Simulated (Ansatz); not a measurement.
## Molecular dynamics, with input and output: BSiNH6Cl2O (part 4 of 4)

The same run, continued: BSiNH6Cl2O; RKS revPBE/def2-SVP (Ansatz 0.2.0). It belongs to a series of runs on one base structure; here: dynamics from the highest image of the converged band.

Geometry of the input (Å):
```
B  0.0931  0.2786  0.1641
O  0.0277  -0.0799  1.7287
H  -0.8910  -0.3128  1.9733
Cl 1.4400  -0.6457  -0.6479
Cl -1.5921  0.0524  -0.5713
N  0.4295  1.7848  0.4757
H  1.4351  1.9720  0.3541
Si -0.5979  3.1755  -0.0350
H  -0.8353  3.2010  -1.5165
H  -1.8983  3.1210  0.7094
H  0.1611  4.4098  0.3701
H  0.1980  1.0917  1.6639
```

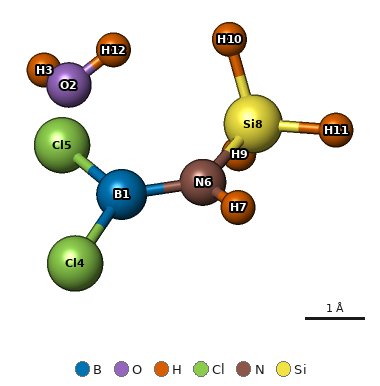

The geometry at step 163 of the log (ball-and-stick view, seen at a tilt; atoms are numbered from 1 in the order of the input).

**Trajectory as extended XYZ, continued**
```
12
Properties=species:S:1:pos:R:3:forces:R:3 step=121 time_fs=60.5 energy=-37216.48536 temperature=242.3
B     0.1930    0.4719   -0.0565   -0.2652  -0.7696  -0.4719
O    -0.1016   -0.3390    1.9018   -0.7203  -0.0858   0.0413
H    -1.0960   -0.4618    1.8317    1.0976   0.3170   0.1566
Cl    1.4397   -0.6698   -0.5839    0.5475  -0.5690  -0.1587
Cl   -1.5364    0.0904   -0.5244   -0.3333   0.0272  -0.1373
N     0.5307    1.8298    0.0431    0.1746   2.5260   0.4141
H     1.5323    2.1311    0.0375   -0.7791  -0.5270  -0.0003
Si   -0.6581    3.2222    0.0012    0.3030  -0.5713  -0.0435
H    -1.2841    3.4686   -1.3378   -0.0019  -0.1668  -0.1307
H    -1.7549    2.9712    0.9940    0.0124   0.0391   0.0870
H     0.0436    4.5135    0.3304    0.2067  -0.1662   0.1539
H     0.0351    0.4829    2.4137   -0.2420  -0.0537   0.0894
12
Properties=species:S:1:pos:R:3:forces:R:3 step=126 time_fs=63.0 energy=-37216.50889 temperature=260.2
B     0.1986    0.4838   -0.0790   -0.3703  -0.9745  -0.5233
O    -0.1074   -0.3602    1.9153   -0.5122   0.2418   0.2768
H    -1.0929   -0.4449    1.8302    0.5995  -0.0218  -0.0188
Cl    1.4419   -0.6752   -0.5815    0.4965  -0.4448  -0.1287
Cl   -1.5311    0.0932   -0.5195   -0.3663   0.0157  -0.1869
N     0.5230    1.8393    0.0216   -0.9088   2.0904   0.4478
H     1.4934    2.1218    0.0516    0.6189  -0.0564  -0.0107
Si   -0.6581    3.2275    0.0030   -0.1026  -0.4320  -0.2306
H    -1.3172    3.4806   -1.3368    0.1263  -0.2278   0.0943
H    -1.7524    2.9698    1.0093    0.1259   0.0654   0.0109
H     0.0328    4.5289    0.3161    0.2417  -0.2020   0.1721
H    -0.0176    0.4713    2.4233    0.0513  -0.0540   0.0972
12
Properties=species:S:1:pos:R:3:forces:R:3 step=132 time_fs=66.0 energy=-37216.52342 temperature=271.7
B     0.2026    0.4912   -0.1099   -0.3408  -0.5352  -0.4821
O    -0.1156   -0.3842    1.9330    1.0460   0.6875   0.7009
H    -1.0629   -0.4293    1.8236   -1.3120  -0.4598  -0.3894
Cl    1.4457   -0.6826   -0.5789    0.4246  -0.2879  -0.1025
Cl   -1.5255    0.0965   -0.5142   -0.4261  -0.0300  -0.2544
N     0.5090    1.8622   -0.0017   -0.4604   1.1171   0.4163
H     1.4905    2.1057    0.0680    0.4994   0.0890  -0.0187
Si   -0.6584    3.2327    0.0046   -0.3734  -0.1685  -0.2816
H    -1.3469    3.4775   -1.3284    0.1752  -0.2117   0.1768
H    -1.7397    2.9734    1.0286    0.1487   0.0758  -0.0134
H     0.0387    4.5316    0.3124    0.2238  -0.1907   0.1486
H    -0.0749    0.4527    2.4423    0.3950  -0.0856   0.0995
12
Properties=species:S:1:pos:R:3:forces:R:3 step=137 time_fs=68.5 energy=-37216.55945 temperature=299.3
B     0.2039    0.4941   -0.1386   -0.1801   0.1325  -0.3151
O    -0.1196   -0.4016    1.9504   -0.7241   0.4971   0.4149
H    -1.0982   -0.4427    1.7971    0.5023  -0.3236  -0.1221
Cl    1.4497   -0.6894   -0.5770    0.3493  -0.1582  -0.0981
Cl   -1.5216    0.0993   -0.5102   -0.5290  -0.0924  -0.3294
N     0.4953    1.8867   -0.0192    1.2359   0.1302   0.4417
H     1.5186    2.0975    0.0798   -0.9334  -0.0506  -0.1479
Si   -0.6595    3.2366    0.0052   -0.3798   0.0960  -0.1300
H    -1.3609    3.4611   -1.3109    0.0844  -0.1188   0.0221
H    -1.7199    2.9812    1.0443    0.0558   0.0648   0.0444
H     0.0582    4.5215    0.3190    0.1692  -0.1333   0.0983
H    -0.0995    0.4320    2.4648    0.3495  -0.0439   0.1211
12
Properties=species:S:1:pos:R:3:forces:R:3 step=142 time_fs=71.0 energy=-37216.56075 temperature=300.4
B     0.2042    0.4977   -0.1690   -0.0127   0.7531  -0.1459
O    -0.1258   -0.4172    1.9694   -1.2136   0.2348   0.1406
H    -1.1108   -0.4750    1.7633    1.2160  -0.0739   0.1881
Cl    1.4543   -0.6965   -0.5753    0.2440  -0.0064  -0.0923
Cl   -1.5186    0.1019   -0.5068   -0.6137  -0.1535  -0.3954
N     0.4862    1.9116   -0.0348    1.0608  -1.2284   0.2808
H     1.5008    2.0883    0.0838   -0.4754   0.2040  -0.1117
Si   -0.6613    3.2407    0.0056   -0.3055   0.3188   0.1107
H    -1.3701    3.4379   -1.2924   -0.0550   0.0011  -0.1948
H    -1.6968    2.9928    1.0625   -0.0546   0.0495   0.1056
H     0.0878    4.5035    0.3314    0.0914  -0.0551   0.0275
H    -0.1040    0.4085    2.4943    0.1182  -0.0439   0.0868
12
Properties=species:S:1:pos:R:3:forces:R:3 step=147 time_fs=73.5 energy=-37216.54802 temperature=290.6
B     0.2045    0.5053   -0.2003    0.1400   1.0552  -0.0471
O    -0.1358   -0.4318    1.9891    0.8283   0.1599   0.4852
H    -1.0639   -0.5126    1.7378   -0.6000   0.0061  -0.0641
Cl    1.4593   -0.7035   -0.5736    0.1006   0.1743  -0.0775
Cl   -1.5167    0.1042   -0.5040   -0.6309  -0.1862  -0.4347
N     0.4811    1.9313   -0.0493   -0.2339  -2.2732  -0.0215
H     1.4610    2.0918    0.0820    1.0400   0.5229   0.0820
Si   -0.6639    3.2454    0.0062   -0.3113   0.4548   0.2688
H    -1.3821    3.4145   -1.2847   -0.1115   0.0956  -0.2405
H    -1.6766    3.0075    1.0867   -0.0946   0.0477   0.0867
H     0.1227    4.4821    0.3454    0.0014   0.0153  -0.0529
H    -0.1015    0.3821    2.5287   -0.1281  -0.0724   0.0155
12
Properties=species:S:1:pos:R:3:forces:R:3 step=153 time_fs=76.5 energy=-37216.54785 temperature=290.2
B     0.2059    0.5220   -0.2382    0.3840   0.8498   0.0599
O    -0.1438   -0.4487    2.0151    1.0380  -0.2641   0.3175
H    -1.0502   -0.5565    1.7027   -0.5728   0.2212   0.0760
Cl    1.4654   -0.7116   -0.5719   -0.1080   0.4069  -0.0687
Cl   -1.5157    0.1066   -0.5017   -0.6044  -0.1768  -0.4647
N     0.4751    1.9425   -0.0666    1.0288  -2.1245   0.0424
H     1.4753    2.1327    0.0837   -0.1668   0.1878  -0.0892
Si   -0.6679    3.2524    0.0077   -0.4595   0.4993   0.2483
H    -1.4042    3.3941   -1.2920   -0.0119   0.1569   0.0062
H    -1.6591    3.0290    1.1216   -0.0434   0.0613  -0.0452
H     0.1643    4.4579    0.3576   -0.1014   0.0749  -0.1393
H    -0.1096    0.3464    2.5719   -0.3825   0.1074   0.0568
12
Properties=species:S:1:pos:R:3:forces:R:3 step=158 time_fs=79.0 energy=-37216.53489 temperature=280.7
B     0.2094    0.5410   -0.2694    0.5189   0.2349   0.1226
O    -0.1464   -0.4637    2.0380   -0.4922  -0.4923  -0.2381
H    -1.0747   -0.5794    1.6789    1.0063   0.4510   0.6840
Cl    1.4704   -0.7176   -0.5706   -0.2814   0.5958  -0.0737
Cl   -1.5161    0.1083   -0.5006   -0.5240  -0.1284  -0.4762
N     0.4743    1.9419   -0.0809    1.7252  -1.2371   0.1608
H     1.4859    2.1806    0.0804   -0.9811  -0.2128  -0.2380
Si   -0.6722    3.2594    0.0095   -0.4841   0.3561   0.1555
H    -1.4238    3.3870   -1.2987    0.0941   0.1788   0.2281
H    -1.6477    3.0509    1.1482    0.0090   0.0581  -0.1477
H     0.1928    4.4423    0.3591   -0.1542   0.1114  -0.1821
H    -0.1400    0.3220    2.6110   -0.4363   0.0845   0.0047
12
Properties=species:S:1:pos:R:3:forces:R:3 step=163 time_fs=81.5 energy=-37216.58736 temperature=320.6
B     0.2156    0.5612   -0.2999    0.4526  -0.6159   0.1050
O    -0.1502   -0.4803    2.0605    0.1690   0.0376   0.4022
H    -1.0519   -0.5781    1.6905    0.1226   0.1679   0.2199
Cl    1.4749   -0.7225   -0.5694   -0.4167   0.7536  -0.0865
Cl   -1.5173    0.1097   -0.5003   -0.3461  -0.0492  -0.4605
N     0.4801    1.9359   -0.0946    0.3509  -0.3950   0.0499
H     1.4483    2.2183    0.0646    0.2315  -0.1296  -0.0716
Si   -0.6776    3.2671    0.0117   -0.2968   0.0706   0.0932
H    -1.4382    3.3906   -1.2928    0.1069   0.1836   0.2587
H    -1.6359    3.0761    1.1665    0.0096   0.0267  -0.1543
H     0.2124    4.4334    0.3499   -0.1597   0.1395  -0.1880
H    -0.1951    0.3012    2.6495   -0.2238  -0.1897  -0.1680
12
Properties=species:S:1:pos:R:3:forces:R:3 step=168 time_fs=84.0 energy=-37216.55122 temperature=293.3
B     0.2243    0.5780   -0.3299    0.2751  -1.4474   0.0837
O    -0.1531   -0.4968    2.0845    1.1470   0.3130   1.0341
H    -1.0256   -0.5674    1.7127   -1.2051  -0.2434  -0.5970
Cl    1.4787   -0.7262   -0.5683   -0.4957   0.8487  -0.1151
Cl   -1.5192    0.1111   -0.5008   -0.1426   0.0308  -0.4363
N     0.4875    1.9282   -0.1080   -0.7215   0.4757   0.0121
H     1.4237    2.2489    0.0444    1.1402   0.0002   0.0551
Si   -0.6836    3.2750    0.0140    0.0654  -0.2010   0.1038
H    -1.4468    3.4052   -1.2725    0.0022   0.1727   0.0727
H    -1.6239    3.1028    1.1760   -0.0465  -0.0245  -0.0574
H     0.2225    4.4328    0.3296   -0.1354   0.1527  -0.1604
H    -0.2629    0.2712    2.6799    0.1169  -0.0775   0.0047
12
Properties=species:S:1:pos:R:3:forces:R:3 step=174 time_fs=87.0 energy=-37216.53688 temperature=282.0
B     0.2367    0.5874   -0.3652    0.0674  -1.9171   0.1747
O    -0.1528   -0.5154    2.1176   -1.0761   0.1277   0.0777
H    -1.0583   -0.5715    1.7050    0.8351  -0.2655   0.1059
Cl    1.4821   -0.7287   -0.5673   -0.5063   0.8540  -0.1721
Cl   -1.5216    0.1128   -0.5024    0.0429   0.0912  -0.4309
N     0.4938    1.9224   -0.1238    0.6302   1.8196   0.2954
H     1.4615    2.2779    0.0210   -0.4590  -0.6218  -0.1882
Si   -0.6905    3.2838    0.0171    0.5306  -0.3771   0.1306
H    -1.4580    3.4359   -1.2440   -0.1546   0.1252  -0.1971
H    -1.6135    3.1326    1.1838   -0.1037  -0.0843   0.0765
H     0.2241    4.4439    0.2929   -0.1086   0.1346  -0.0958
H    -0.3353    0.2311    2.7185    0.3020   0.1136   0.2233
12
Properties=species:S:1:pos:R:3:forces:R:3 step=179 time_fs=89.5 energy=-37216.55337 temperature=294.8
B     0.2475    0.5840   -0.3936   -0.1432  -1.4633   0.3723
O    -0.1558   -0.5302    2.1460   -1.2791   0.3350   0.1602
H    -1.0489   -0.5925    1.6989    0.9794  -0.2273   0.2040
Cl    1.4840   -0.7293   -0.5668   -0.4364   0.7670  -0.2232
Cl   -1.5236    0.1144   -0.5045    0.1951   0.1025  -0.4231
N     0.5010    1.9253   -0.1358    0.4510   1.5374   0.1700
H     1.4767    2.2670   -0.0085   -0.5161  -0.5236  -0.1507
Si   -0.6950    3.2904    0.0200    0.6965  -0.3911   0.0151
H    -1.4762    3.4697   -1.2312   -0.1460   0.0332  -0.1821
H    -1.6110    3.1522    1.1943   -0.0600  -0.1158   0.0809
H     0.2181    4.4619    0.2559   -0.0982   0.0845  -0.0259
H    -0.3766    0.2025    2.7628    0.3571  -0.1385   0.0025
12
Properties=species:S:1:pos:R:3:forces:R:3 step=184 time_fs=92.0 energy=-37216.58777 temperature=321.3
B     0.2575    0.5727   -0.4198   -0.4135  -0.4552   0.6390
O    -0.1630   -0.5438    2.1754    0.5803   0.3252   0.9740
H    -0.9913   -0.6275    1.6999   -0.7368  -0.2420  -0.5931
Cl    1.4852   -0.7285   -0.5667   -0.3013   0.6070  -0.2688
Cl   -1.5253    0.1162   -0.5073    0.3451   0.0800  -0.4074
N     0.5097    1.9344   -0.1472   -1.0626   0.1972  -0.2115
H     1.4686    2.2278   -0.0461    0.7828   0.1291   0.0586
Si   -0.6982    3.2961    0.0229    0.6512  -0.3159  -0.2080
H    -1.5025    3.5053   -1.2281   -0.0078  -0.0989   0.0385
H    -1.6118    3.1649    1.2091    0.0541  -0.1297  -0.0112
H     0.2062    4.4850    0.2173   -0.0922   0.0199   0.0489
H    -0.3975    0.1672    2.8082    0.2008  -0.1167  -0.0591
12
Properties=species:S:1:pos:R:3:forces:R:3 step=189 time_fs=94.5 energy=-37216.57796 temperature=313.4
B     0.2652    0.5588   -0.4425   -0.6500   0.5752   0.8939
O    -0.1686   -0.5563    2.2078    0.6274  -0.2993   0.3122
H    -0.9655   -0.6753    1.6725   -0.3803   0.0451  -0.1356
Cl    1.4859   -0.7267   -0.5670   -0.1387   0.4071  -0.3062
Cl   -1.5264    0.1180   -0.5109    0.4293   0.0314  -0.3984
N     0.5146    1.9446   -0.1593   -0.7932  -0.6175  -0.3906
H     1.4975    2.1931   -0.0815    0.3473   0.2327   0.0666
Si   -0.6999    3.3011    0.0254    0.5803  -0.2135  -0.3880
H    -1.5294    3.5351   -1.2230    0.1134  -0.2190   0.2187
H    -1.6094    3.1700    1.2233    0.1516  -0.1335  -0.0940
H     0.1889    4.5092    0.1817   -0.0745  -0.0317   0.1186
H    -0.4078    0.1268    2.8514   -0.2126   0.2230   0.1028
12
Properties=species:S:1:pos:R:3:forces:R:3 step=195 time_fs=97.5 energy=-37216.49165 temperature=247.4
B     0.2696    0.5466   -0.4630   -0.8248   1.4112   1.0744
O    -0.1729   -0.5729    2.2479   -0.3304  -0.5226  -0.5207
H    -0.9537   -0.7260    1.6390    0.7447   0.4744   0.9802
Cl    1.4865   -0.7236   -0.5680    0.0150   0.2060  -0.3283
Cl   -1.5268    0.1204   -0.5160    0.4619  -0.0318  -0.3795
N     0.5168    1.9534   -0.1762    0.5276  -1.0017  -0.4651
H     1.5463    2.1676   -0.1191   -1.0814   0.1021   0.0251
Si   -0.7003    3.3066    0.0273    0.6345  -0.1907  -0.4414
H    -1.5534    3.5535   -1.2009    0.0946  -0.2821   0.1674
H    -1.5949    3.1655    1.2336    0.1618  -0.1335  -0.0645
H     0.1626    4.5359    0.1485   -0.0133  -0.0544   0.1807
H    -0.4368    0.0925    2.9077   -0.3901   0.0232  -0.2282
12
Properties=species:S:1:pos:R:3:forces:R:3 step=200 time_fs=100.0 energy=-37216.51961 temperature=268.4
B     0.2683    0.5447   -0.4737   -0.8767   1.6050   1.0719
O    -0.1772   -0.5887    2.2798    0.6595   0.0116   0.6510
H    -0.9079   -0.7413    1.6632   -0.4365   0.1977   0.0194
Cl    1.4869   -0.7207   -0.5696    0.0475   0.1487  -0.3214
Cl   -1.5262    0.1223   -0.5210    0.4716  -0.0631  -0.3443
N     0.5202    1.9562   -0.1923   -0.3358  -1.2455  -0.5218
H     1.5302    2.1551   -0.1483   -0.2308   0.3383   0.0942
Si   -0.6992    3.3106    0.0278    0.7926  -0.3210  -0.3697
H    -1.5675    3.5507   -1.1718   -0.0401  -0.2598  -0.0552
H    -1.5724    3.1530    1.2381    0.0976  -0.1303   0.0495
H     0.1397    4.5547    0.1324    0.0606  -0.0489   0.2005
H    -0.4849    0.0667    2.9417   -0.2097  -0.2326  -0.4740
```
